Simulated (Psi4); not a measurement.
# GeS (germanium sulfide) at r2SCAN/aug-cc-pVTZ

What is the energy change on altering one bond length of GeS (germanium sulfide) at r2SCAN/aug-cc-pVTZ? 

Program for the calculation: Psi4 1.11.

3 further runs of the same task are left out: 3 that didn't finish.

### 1 The molecule

The species is GeS (2 atoms), meant as a singlet with charge 0. As SMILES, `[S+]#[Ge-]`. Geometry: the measured bond length.

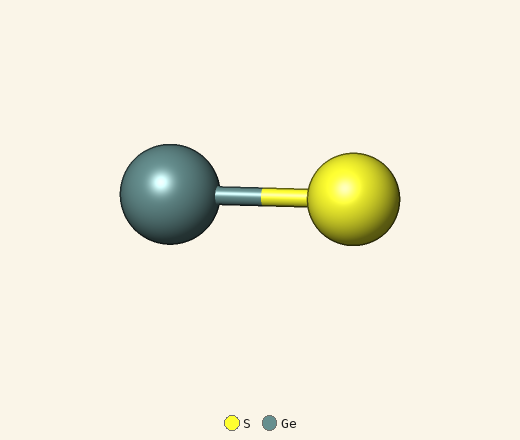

Viewed from a chosen angle; sulfur yellow, germanium teal.

### 2 A single-point energy at r2SCAN/aug-cc-pVTZ

Input file job.inp:

```
memory 1600 mb

molecule mol {
  0 1
  S      0.000000     0.000000     0.000000
  Ge     0.000000     0.000000     2.012086
  symmetry c1
}

set {
  basis aug-cc-pVTZ
  reference rks
  puream true
  e_convergence 1e-09
  d_convergence 1e-08
  scf_type pk
  dft_radial_points 99
  dft_spherical_points 590
}

energy("r2scan")
print_variables()
```

Run with:

```bash
$ psi4 -n 1 job.inp job.out
```

job.out:

```text
[...]
  Running in c1 symmetry.
[...]
  Nuclear repulsion =  134.655641887593276
[...]
  Multiplicity = 1
[...]
  Nalpha       = 24
  Nbeta        = 24
[...]
    Number of basis functions: 109
[...]
   @RKS iter   1: -2473.83093681396076   -1.92593e+00   2.07846e-02 DIIS/ADIIS
[...]
   @RKS iter  12: -2475.24495292213669   -1.87811e-10   5.55467e-09 DIIS
[...]
    Orbital Energies [Eh]
    ---------------------
    Doubly Occupied:
       1A   -398.196488     2A    -88.560040     3A    -49.634549
       4A    -44.124662     5A    -44.124662     6A    -44.121897
       7A     -7.851925     8A     -6.190351     9A     -5.794502
      10A     -5.794502    11A     -5.793885    12A     -4.343467
      13A     -4.343467    14A     -4.334314    15A     -1.156334
      16A     -1.156334    17A     -1.151795    18A     -1.150133
      19A     -1.150133    20A     -0.670745    21A     -0.431521
      22A     -0.266146    23A     -0.266146    24A     -0.262627
[...]
  @RKS Final Energy: -2475.24495292213669
   => Energetics <=
    Nuclear Repulsion Energy =            134.6556418875932764
    One-Electron Energy =               -3713.0017857935472421
    Two-Electron Energy =                1207.7572188860938240
    DFT Exchange-Correlation Energy =    -104.6560279022770032
    Empirical Dispersion Energy =           0.0000000000000000
    VV10 Nonlocal Energy =                  0.0000000000000000
    Total Energy =                      -2475.2449529221366902
[...]
 Multipole Moments:
 ------------------------------------------------------------------------------------
     Multipole            Electronic (a.u.)      Nuclear  (a.u.)        Total (a.u.)
 ------------------------------------------------------------------------------------
 L = 1.  Multiply by 2.5417464519 to convert [e a0] to [Debye]
 Dipole X            :         -0.0000000            0.0000000           -0.0000000
 Dipole Y            :          0.0000000            0.0000000            0.0000000
 Dipole Z            :          6.5177460           -5.7319003            0.7858457
 Magnitude           :                                                    0.7858457
[...]
```

Run time: 67 s. Hardware: 1 thread of Intel Xeon Platinum 8259CL at 2.50GHz (Skylake/Cascade Lake), shared host; peak memory 1.4 GiB.

### 3 The distorted shape

Input file run.py:

```python
import psi4

psi4.set_memory(1600000000)
psi4.set_num_threads(1)
psi4.set_output_file('psi4.out', False)

mol = psi4.geometry("""
0 1
S      0.000000     0.000000    -1.006014
Ge     0.000000     0.000000     2.012086
symmetry c1
""")

options = {'basis': 'aug-cc-pVTZ', 'puream': True, 'e_convergence': 1e-09, 'd_convergence': 1e-08, 'scf_type': 'pk', 'dft_radial_points': 99, 'dft_spherical_points': 590}
psi4.set_options(options)

energy_value, wavefunction = psi4.energy('r2scan', molecule=mol, return_wfn=True)
psi4.oeprop(wavefunction, 'WIBERG_LOWDIN_INDICES', 'QUADRUPOLE', 'DIPOLE', title='R2SCAN')
print(f'r2scan energy: {energy_value:.10f} Eh')
```

Run with:

```bash
$ python run.py
```

psi4.out:

```text
[...]
  Running in c1 symmetry.
[...]
  Nuclear repulsion =   89.771290501653340
[...]
  Multiplicity = 1
[...]
  Nalpha       = 24
  Nbeta        = 24
[...]
    Number of basis functions: 109
[...]
   @RKS iter   1: -2473.70814493823900   -2.33321e+00   2.03000e-02 ADIIS/DIIS
[...]
   @RKS iter  20: -2475.09590157683169   -3.18323e-12   3.31187e-09 DIIS
[...]
    Orbital Energies [Eh]
    ---------------------
    Doubly Occupied:
       1A   -398.259782     2A    -88.562805     3A    -49.694962
       4A    -44.184846     5A    -44.184846     6A    -44.183698
       7A     -7.846634     8A     -6.248301     9A     -5.791582
      10A     -5.788643    11A     -5.788643    12A     -4.399952
      13A     -4.399952    14A     -4.394800    15A     -1.211540
      16A     -1.211540    17A     -1.207366    18A     -1.207366
      19A     -1.205999    20A     -0.592170    21A     -0.477296
      22A     -0.240679    23A     -0.211969    24A     -0.211969
[...]
  @RKS Final Energy: -2475.09590157683169
   => Energetics <=
    Nuclear Repulsion Energy =             89.7712905016533398
    One-Electron Energy =               -3621.8049572198760870
    Two-Electron Energy =                1161.3737698833490413
    DFT Exchange-Correlation Energy =    -104.4360047419581576
    Empirical Dispersion Energy =           0.0000000000000000
    VV10 Nonlocal Energy =                  0.0000000000000000
    Total Energy =                      -2475.0959015768316931
[...]
 Multipole Moments:
 ------------------------------------------------------------------------------------
     Multipole            Electronic (a.u.)      Nuclear  (a.u.)        Total (a.u.)
 ------------------------------------------------------------------------------------
 L = 1.  Multiply by 2.5417464519 to convert [e a0] to [Debye]
 Dipole X            :          0.0000000            0.0000000            0.0000000
 Dipole Y            :         -0.0000000            0.0000000           -0.0000000
 Dipole Z            :         10.6578754           -8.5977679            2.0601075
 Magnitude           :                                                    2.0601075
 L = 2.  Multiply by 1.3450342976 to convert [e a0^2] to [Debye ang]
 Quadrupole XX       :        -23.0528212            0.0000000          -23.0528212
 Quadrupole XY       :          0.0000000            0.0000000            0.0000000
[...]
```

The script printed:

```text
r2scan energy: -2475.0959015768 Eh
```

Run time: 83 s. Hardware: 1 thread of Intel Xeon Platinum 8259CL at 2.50GHz (Skylake/Cascade Lake), shared host; peak memory 1.4 GiB.

### 4 Results

At r2SCAN/aug-cc-pVTZ:

```
                                                          quantity           value
                                         first shape: total energy  -2475.24495 Eh
                                        first shape: dipole moment          2.00 D
                                          first shape: HOMO energy        -7.15 eV
                                          first shape: LUMO energy        -3.07 eV
                                        first shape: HOMO–LUMO gap         4.08 eV
                                     distorted shape: total energy  -2475.09590 Eh
                                    distorted shape: dipole moment          5.24 D
                                      distorted shape: HOMO energy        -5.77 eV
                                      distorted shape: LUMO energy        -4.75 eV
                                    distorted shape: HOMO–LUMO gap         1.02 eV
energy change with the S1–Ge2 bond stretched from 2.012 to 3.018 Å        4.056 eV
```

**Reading.** With the S1–Ge2 bond stretched from 2.012 to 3.018 Å the energy rises by 4.06 eV (391 kJ/mol). The first shape isn't relaxed at this level, so the change isn't measured from a minimum. A restricted reference can't describe the breaking bond well at this length.
